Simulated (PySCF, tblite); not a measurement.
# C₄H₁₀OSi₂: geometry, infrared bands and NMR shifts

What infrared bands and NMR shifts should C₄H₁₀OSi₂ (`C=CO/C([SiH3])=C\[SiH3]`) show?

Programs: tblite 0.8.0 and PySCF 2.14.0, with density-fitted response routines of our own. Each step states its level of theory. These are calculated values for one molecule in the gas phase, unless marked as measured. Atoms count from 0, in the outputs and in this text.

## 1. Starting geometry

17 atoms, charge 0, multiplicity 1; geometry from: force field or distance geometry start.

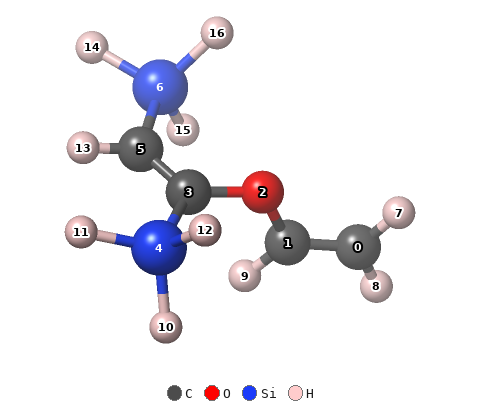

The starting geometry (carbon dark grey, oxygen red, silicon blue, hydrogen pink), atoms numbered; sticks join atoms by distance.

## 2. Geometry optimisation with GFN2-xTB

What the job is given:

```
{"job": {"kind": "relax", "xc": "GFN2-xTB", "basis": "xTB"}, "charge": 0, "multiplicity": 1}
C      0.522600     2.713400    -1.093800
C     -0.044600     1.653700    -0.524600
O      0.302100     0.364100    -0.882700
C     -0.354600    -0.677400    -0.255900
Si    -1.857600    -1.369400    -1.126500
C      0.125600    -1.241000     0.879700
Si     1.635200    -0.766400     1.816000
H      1.255700     2.607600    -1.877900
H      0.247800     3.716600    -0.784400
H     -0.777600     1.720500     0.281700
H     -2.970100    -0.383900    -1.073600
H     -2.309100    -2.623800    -0.467800
H     -1.540500    -1.666000    -2.543000
H     -0.369500    -2.087100     1.336600
H      1.823300    -1.729400     2.929900
H      1.466700     0.583500     2.423000
H      2.837500    -0.802900     0.953500
```

Started as:

```sh
$ OMP_NUM_THREADS=1 python probes_run.py task.json out
```

The driver reads the jobs from task.json and runs them one after another.

Output:

```text
step      E/eV     max force
  0    -574.48098    1.605
  1    -574.54968    1.272
  2    -574.58216    0.453
  3    -574.59596    0.323
  4    -574.60318    0.215
  5    -574.61092    0.233
  6    -574.61449    0.214
  7    -574.61707    0.153
  8    -574.61968    0.129
  9    -574.62245    0.102
 10    -574.62453    0.124
 11    -574.62678    0.130
 12    -574.62912    0.132
 13    -574.63143    0.110
 14    -574.63336    0.092
 15    -574.63523    0.102
 16    -574.63747    0.128
 17    -574.64000    0.117
 18    -574.64236    0.121
 19    -574.64456    0.112
 20    -574.64700    0.119
 21    -574.64974    0.139
 22    -574.65234    0.111
 23    -574.65437    0.126
 24    -574.65600    0.115
 25    -574.65769    0.111
 26    -574.65936    0.129
 27    -574.66063    0.094
 28    -574.66158    0.078
 29    -574.66255    0.087
 30    -574.66359    0.070
 31    -574.66436    0.066
 32    -574.66480    0.046
 33    -574.66511    0.041
 34    -574.66539    0.044
 35    -574.66562    0.033
 36    -574.66575    0.022
 37    -574.66583    0.023
 38    -574.66592    0.023
 39    -574.66601    0.025
 40    -574.66612    0.030
 41    -574.66624    0.026
 42    -574.66641    0.037
 43    -574.66662    0.040
 44    -574.66684    0.032
 45    -574.66705    0.033
 46    -574.66729    0.040
 47    -574.66764    0.053
 48    -574.66815    0.063
 49    -574.66879    0.057
 50    -574.66951    0.063
 51    -574.67031    0.081
 52    -574.67128    0.099
 53    -574.67241    0.092
 54    -574.67345    0.075
 55    -574.67435    0.070
 56    -574.67500    0.117
 57    -574.67613    0.147
 58    -574.67757    0.118
 59    -574.68087    0.106
 60    -574.68178    0.092
 61    -574.68357    0.117
 62    -574.68574    0.107
 63    -574.68822    0.100
 64    -574.68972    0.167
 65    -574.69112    0.096
 66    -574.69239    0.089
 67    -574.69524    0.110
 68    -574.69806    0.135
 69    -574.70279    0.167
 70    -574.70631    0.138
 71    -574.70865    0.096
 72    -574.70968    0.227
 73    -574.71143    0.173
 74    -574.71326    0.120
 75    -574.71700    0.105
 76    -574.71795    0.085
 77    -574.71909    0.065
 78    -574.71978    0.053
 79    -574.72027    0.055
 80    -574.72089    0.070
 81    -574.72155    0.069
 82    -574.72233    0.061
 83    -574.72310    0.067
 84    -574.72377    0.072
 85    -574.72406    0.086
 86    -574.72475    0.047
 87    -574.72524    0.052
 88    -574.72565    0.039
 89    -574.72585    0.038
 90    -574.72610    0.036
 91    -574.72637    0.040
 92    -574.72669    0.049
 93    -574.72697    0.045
 94    -574.72722    0.041
 95    -574.72748    0.045
 96    -574.72777    0.039
 97    -574.72806    0.039
 98    -574.72837    0.045
 99    -574.72881    0.051
100    -574.72950    0.078
101    -574.73011    0.105
102    -574.73130    0.128
103    -574.73265    0.110
104    -574.73655    0.174
105    -574.73914    0.131
106    -574.74151    0.226
107    -574.74372    0.103
108    -574.74524    0.055
109    -574.74609    0.106
110    -574.74694    0.088
111    -574.74910    0.077
112    -574.75015    0.065
113    -574.75059    0.096
114    -574.75103    0.078
115    -574.75189    0.061
116    -574.75292    0.072
117    -574.75510    0.075
118    -574.75689    0.132
119    -574.75926    0.101
120    -574.76133    0.132
121    -574.76380    0.216
122    -574.76587    0.149
123    -574.76837    0.100
124    -574.77300    0.105
125    -574.77483    0.162
126    -574.77713    0.161
127    -574.77981    0.152
128    -574.78276    0.128
129    -574.78526    0.123
130    -574.78725    0.092
131    -574.78862    0.110
132    -574.79000    0.111
133    -574.79156    0.075
134    -574.79369    0.062
135    -574.79445    0.044
136    -574.79479    0.044
137    -574.79509    0.048
138    -574.79546    0.050
139    -574.79580    0.038
140    -574.79605    0.026
141    -574.79621    0.021
142    -574.79629    0.018
143    -574.79634    0.014
144    -574.79639    0.016
145    -574.79643    0.016
146    -574.79647    0.014
147    -574.79650    0.011
148    -574.79652    0.011
149    -574.79654    0.009
```

Run time: 1.1 s. Hardware: 1 thread of Arm Neoverse V1, shared host; peak memory 0.18 GiB.

The steps of the relaxation: (not every step is listed)

```
step  energy from step 0 (eV)  largest force (eV/Å)
   0                   0.0000                1.6048
   1                  -0.0687                1.2717
   2                  -0.1012                0.4529
   3                  -0.1150                0.3233
   4                  -0.1222                0.2148
   5                  -0.1299                0.2331
   6                  -0.1335                0.2135
   7                  -0.1361                0.1534
   8                  -0.1387                0.1291
  21                  -0.1688                0.1391
  34                  -0.1844                0.0441
  47                  -0.1867                0.0532
  60                  -0.2008                0.0921
  73                  -0.2304                0.1734
  86                  -0.2438                0.0469
  99                  -0.2478                0.0511
 112                  -0.2692                0.0653
 125                  -0.2938                0.1616
 138                  -0.3145                0.0496
 144                  -0.3154                0.0163
 145                  -0.3154                0.0160
 146                  -0.3155                0.0136
 147                  -0.3155                0.0114
 148                  -0.3155                0.0109
 149                  -0.3156                0.0088
```

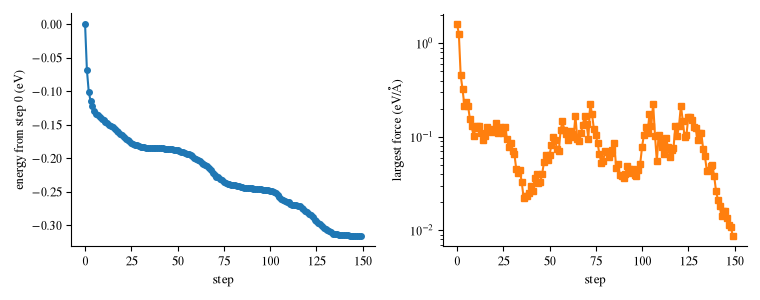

Energy and force, step by step.

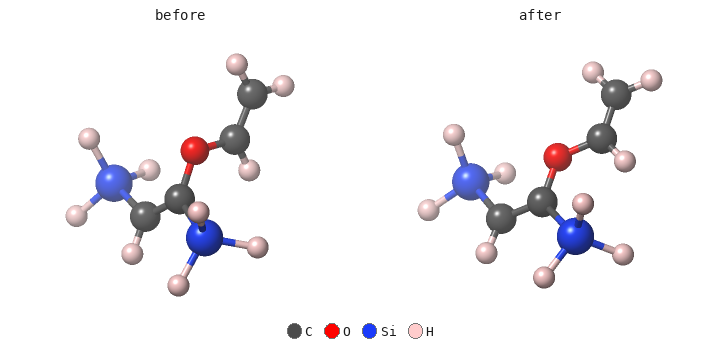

Before and after, at one scale.

Distances of close pairs at the start and the end, largest changes first:

```
   bond  before (Å)  after (Å)  change (Å)
 C5–Si6       1.839      1.877      +0.039
  C1–O2       1.383      1.349      -0.033
 C3–Si4       1.870      1.897      +0.028
Si4–H11       1.487      1.460      -0.027
Si6–H15       1.490      1.464      -0.025
Si4–H10       1.487      1.468      -0.019
Si6–H14       1.484      1.467      -0.017
  C3–C5       1.356      1.339      -0.016
```

The end geometry stands in the next job.

## 3. Infrared spectrum with GFN2-xTB

What the job is given:

```
{"job": {"kind": "ir", "xc": "GFN2-xTB", "basis": "xTB"}, "charge": 0, "multiplicity": 1}
C      0.475181     2.656773    -1.152778
C     -0.194771     1.539819    -0.911556
O      0.328684     0.549595    -0.158929
C     -0.346890    -0.625756     0.054534
Si    -1.915865    -1.091498    -0.905353
C      0.214623    -1.428030     0.968249
Si     1.774882    -0.886003     1.860705
H      1.463911     2.808035    -0.758439
H      0.043115     3.440029    -1.744817
H     -1.195266     1.375309    -1.298398
H     -3.039985    -0.234839    -0.508520
H     -2.211581    -2.481328    -0.571791
H     -1.682109    -0.953569    -2.346861
H     -0.250125    -2.379865     1.166688
H      2.111582    -1.922205     2.843386
H      1.543946     0.384849     2.550397
H      2.873670    -0.739285     0.903571
```

Output:

```text
mode    cm-1     km/mol
  1      50.7      1.50
  2      79.8      0.15
  3      89.8      0.36
  4     115.9      0.29
  5     137.2      0.33
  6     174.0      0.14
  7     190.7      0.55
  8     265.3      0.17
  9     377.2      4.91
 10     398.9      4.71
 11     482.3     29.21
 12     530.1      9.08
 13     556.8    165.03
 14     577.3     26.85
 15     590.5     63.64
 16     660.7      5.22
 17     709.6     24.19
 18     763.3      1.58
 19     773.5    634.20
 20     786.9    159.27
 21     788.6     13.95
 22     791.6     74.82
 23     793.4    337.11
 24     799.4    423.31
 25     819.3     38.43
 26     821.5     29.95
 27     950.2      5.41
 28     986.3     23.68
 29    1103.4     84.77
 30    1192.9    228.84
 31    1252.4     87.96
 32    1294.7      6.66
 33    1375.9     31.42
 34    1593.4    106.31
 35    1687.2    159.37
 36    2226.3    288.59
 37    2229.0    356.81
 38    2238.3    220.51
 39    2246.6    516.09
 40    2253.4    130.06
 41    2301.6    291.31
 42    3015.7     54.22
 43    3092.3     27.86
 44    3130.4      5.49
 45    3172.0     23.62
```

It took 0.66 s on 1 thread of Arm Neoverse V1, shared host; peak memory 0.18 GiB.

The strongest bands and the atoms that carry them (share of the mass-weighted mode):

```csv
cm⁻¹,km/mol,atoms
774,634.2,"H16 22 %, H15 21 %, H12 15 %, H10 15 %"
793,337.1,"H11 24 %, H14 23 %, H12 23 %, H15 16 %"
799,423.3,"H10 37 %, H11 20 %"
1193,228.8,"O2 38 %, C1 31 %"
2226,288.6,H10 92 %
2229,356.8,H14 94 %
2247,516.1,"H16 65 %, H15 28 %"
2302,291.3,H11 97 %
```

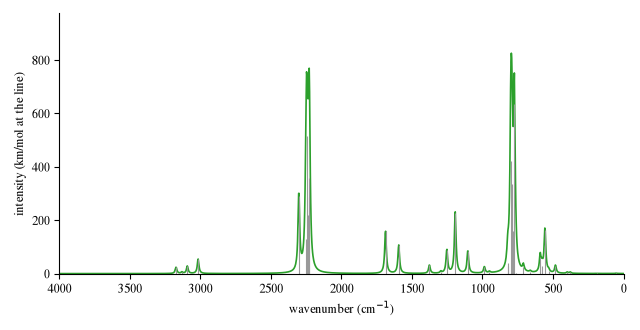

The infrared spectrum from these modes, unscaled. Lines are broadened to a width of 14 cm⁻¹ (Lorentzian).

## 4. Nuclear shieldings: PBE0/pcSseg-1

Settings changed since step 3:

```diff
@@ -1,2 +1,2 @@
-{"job": {"kind": "ir", "xc": "GFN2-xTB", "basis": "xTB"}, "charge": 0, "multiplicity": 1}
+{"job": {"kind": "nmr", "xc": "PBE0", "basis": "pcSseg-1"}, "charge": 0, "multiplicity": 1}
 C      0.475181     2.656773    -1.152778
```

With the program's defaults for keys left out, this is: GIAO PBE0/pcSseg-1 NMR shielding, non-relativistic, gas phase.

Output:

```text
coarse grid: 14880 points
cycle   1  E = -811.8930930992  dE =  6.880e-01  |g| = 5.448e-01  |ddm| = 3.697e+00
cycle   2  E = -811.8433611214  dE =  4.973e-02  |g| = 7.214e-01  |ddm| = 9.894e-01
cycle   3  E = -811.9549655122  dE = -1.116e-01  |g| = 9.207e-02  |ddm| = 6.078e-01
cycle   4  E = -811.9566942937  dE = -1.729e-03  |g| = 4.415e-02  |ddm| = 1.187e-01
cycle   5  E = -811.9571359123  dE = -4.416e-04  |g| = 1.749e-02  |ddm| = 4.956e-02
cycle   6  E = -811.9571953388  dE = -5.943e-05  |g| = 3.635e-03  |ddm| = 1.454e-02
cycle   7  E = -811.9571981231  dE = -2.784e-06  |g| = 1.135e-03  |ddm| = 3.388e-03
final grid: 133616 points
cycle   8  E = -812.0085298986  dE = -1.671e-05  |g| = 1.091e-02  |ddm| = 2.295e-02
cycle   9  E = -812.0084952401  dE =  3.466e-05  |g| = 1.754e-02  |ddm| = 1.731e-02
cycle  10  E = -812.0085514793  dE = -5.624e-05  |g| = 2.050e-03  |ddm| = 1.172e-02
cycle  11  E = -812.0085525373  dE = -1.058e-06  |g| = 4.023e-04  |ddm| = 2.225e-03
cycle  12  E = -812.0085525725  dE = -3.523e-08  |g| = 1.301e-04  |ddm| = 4.016e-04
cycle  13  E = -812.0085525767  dE = -4.215e-09  |g| = 2.610e-05  |ddm| = 1.268e-04
cycle  14  E = -812.0085525768  dE = -1.330e-10  |g| = 1.268e-05  |ddm| = 3.529e-05
converged SCF energy = -812.0085525768

GIAO shielding tensors (ppm)
atom      isotropic    diamagn.    paramagn.     s11        s22        s33       span
  0 C       89.529     255.149    -165.619    -11.628    114.580    165.635    177.263
  1 C       31.129     255.763    -224.634    -72.814     70.218     95.982    168.796
  2 O      102.505     403.452    -300.948     16.958     60.118    230.439    213.481
  3 C       12.749     258.925    -246.177   -104.796     51.105     91.937    196.733
  4 Si     430.305     881.103    -450.798    389.834    441.295    459.787     69.953
  5 C       64.968     261.492    -196.524    -56.568     95.205    156.268    212.836
  6 Si     439.375     880.802    -441.427    425.768    427.026    465.329     39.561
  7 H       26.654      32.082      -5.427     24.423     24.752     30.788      6.365
  8 H       27.202      28.821      -1.619     25.248     25.986     30.371      5.123
  9 H       24.851      32.518      -7.667     21.703     22.907     29.942      8.239
 10 H       27.211      29.389      -2.177     24.069     25.610     31.956      7.887
 11 H       27.684      29.397      -1.712     24.152     26.914     31.987      7.835
 12 H       27.274      29.359      -2.084     23.960     25.964     31.899      7.939
 13 H       26.105      32.891      -6.786     24.066     24.366     29.883      5.817
 14 H       27.913      28.841      -0.928     24.521     26.159     33.059      8.538
 15 H       27.377      30.031      -2.655     23.961     26.391     31.779      7.818
 16 H       27.361      29.868      -2.507     24.036     26.046     32.001      7.965
```

Run time: 27 s. Hardware: 1 thread of Arm Neoverse V1, shared host; peak memory 0.76 GiB.

Shifts follow as δ = σ(reference) − σ, with reference shieldings (ppm) from runs at the same level and on the same kind of geometry: 1H TMS 31.72, 13C TMS 186.9, 29Si TMS 349.2, 17O H2O 336.1. The references are single molecules in the gas phase, so shifts against H2O, NH3, PH3, H3PO4 or CFCl3 are not on the usual liquid scales and can be off by tens of ppm. Atoms listed in one row are averaged.

```
        atoms                                                  environment  σ (ppm)  δ (ppm)  δ scaled to CDCl3
           C3                                 alkene carbon bearing oxygen     12.7    174.2              168.1
           C1                                 alkene carbon bearing oxygen     31.1    155.8              150.1
           C5                β carbon of an enol-ether or enamine type C=C     65.0    122.0              117.1
           C0                β carbon of an enol-ether or enamine type C=C     89.5     97.4               93.1
           H9                  hydrogen on an alkene carbon bearing oxygen    24.85     6.87               6.58
          H13  hydrogen on a β carbon of an enol-ether or enamine type C=C    26.11     5.61               5.40
           H7  hydrogen on a β carbon of an enol-ether or enamine type C=C    26.65     5.06               4.88
           H8  hydrogen on a β carbon of an enol-ether or enamine type C=C    27.20     4.52               4.36
H10, H11, H12                            hydrogen on a silicon bonded to C    27.39     4.33                  –
H14, H15, H16                            hydrogen on a silicon bonded to C    27.55     4.17                  –
           O2                                                 ether oxygen    102.5    233.6                  –
          Si4                                     silicon bonded to C, 3 H    430.3    -81.1                  –
          Si6                                     silicon bonded to C, 3 H    439.4    -90.2                  –
```

The scaled column applies a straight-line fit of computed shieldings to shifts measured in CDCl3 (root-mean-square error 0.16 ppm for H, 1.9 ppm for C).

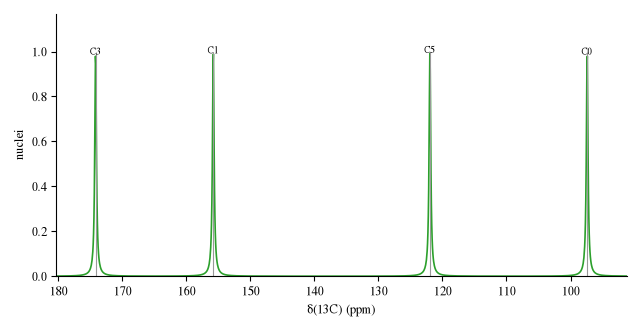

13C lines at the computed shifts, without couplings. Lines are broadened to a width of 0.31 ppm (Lorentzian).

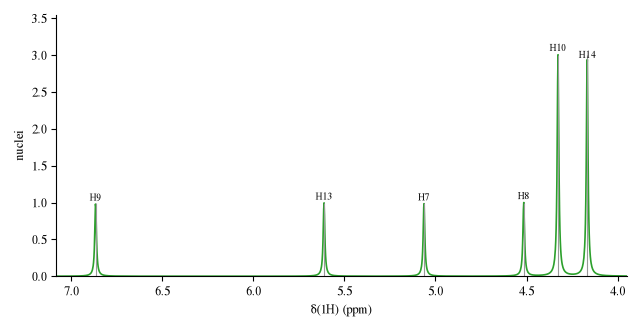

1H lines at the computed shifts, without couplings. Lines are broadened to a width of 0.01 ppm (Lorentzian).

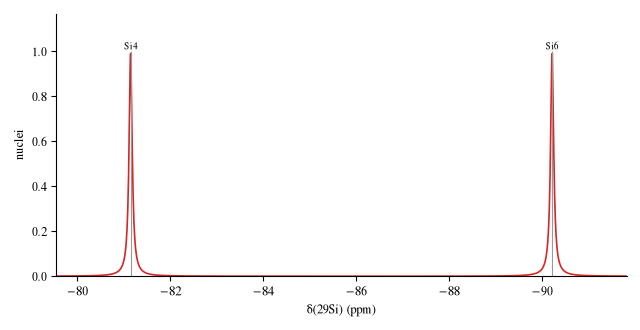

29Si lines at the computed shifts, without couplings. Lines are broadened to a width of 0.08 ppm (Lorentzian).

Charges from the same density, by scheme (e):

| atoms | Mulliken | IAO | Hirshfeld | ESP fit |
| --- | --- | --- | --- | --- |
| C0 | -0.20 | -0.38 | -0.13 | -0.60 |
| C1 | 0.06 | 0.06 | 0.03 | 0.02 |
| O2 | -0.43 | -0.27 | -0.06 | -0.03 |
| C3 | -0.07 | -0.05 | -0.01 | 0.00 |
| Si4 | 0.48 | 0.57 | 0.31 | 0.33 |
| C5 | -0.45 | -0.48 | -0.17 | -0.41 |
| Si6 | 0.56 | 0.61 | 0.29 | 0.40 |

IAO charges:

C0 -0.38; C1 0.06; O2 -0.27; C3 -0.05; Si4 0.57; C5 -0.48; Si6 0.61; H7 0.16; H8 0.16; H9 0.13; H10 -0.11; H11 -0.10; H12 -0.11; H13 0.16; H14 -0.13; H15 -0.12; H16 -0.12

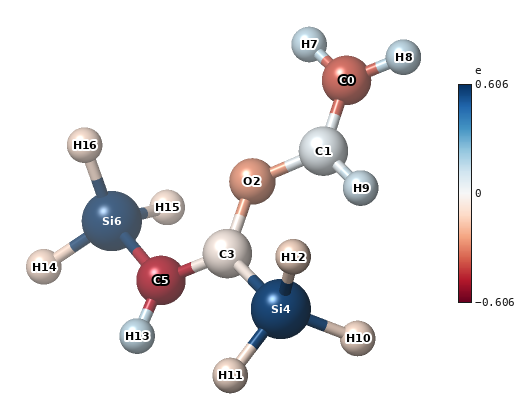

IAO charges, as colours on the atoms.

Mayer bond orders: C0–C1 1.95, C1–O2 0.97, O2–C3 0.95, C3–Si4 0.85, C3–C5 1.82, C5–Si6 0.88.

## 5. What came out

```
                                                              quantity                                   value
                             strongest single infrared mode (GFN2-xTB)                    774 cm⁻¹, 634 km/mol
                                          zero-point energy (GFN2-xTB)                           72.1 kcal/mol
                                13C shifts against TMS (PBE0/pcSseg-1)           174.2, 155.8, 122.0, 97.4 ppm
1H shifts against TMS (PBE0/pcSseg-1, means over atoms taken as alike)  6.87, 5.61, 5.06, 4.52, 4.33, 4.17 ppm
                                17O shifts against H2O (PBE0/pcSseg-1)                               233.6 ppm
                               29Si shifts against TMS (PBE0/pcSseg-1)                        -81.1, -90.2 ppm
```

In words: Over 149 steps the energy fell by 0.316 eV; of the close pairs, C5–Si6 changed most, 1.839 to 1.877 Å. All 45 modes are real, so the xTB geometry is a minimum. The strongest single mode, at 774 cm⁻¹, is spread over several atoms, H16, H15, H12, H10 among them. GFN2-xTB is a fitted tight-binding method: band positions and strengths are rough. Its intensities can rank the bands wrongly. H9 (hydrogen on an alkene carbon bearing oxygen) lies farthest downfield among hydrogen, at 6.87 ppm; attached to an sp2 carbon and in the plane of the double bond.
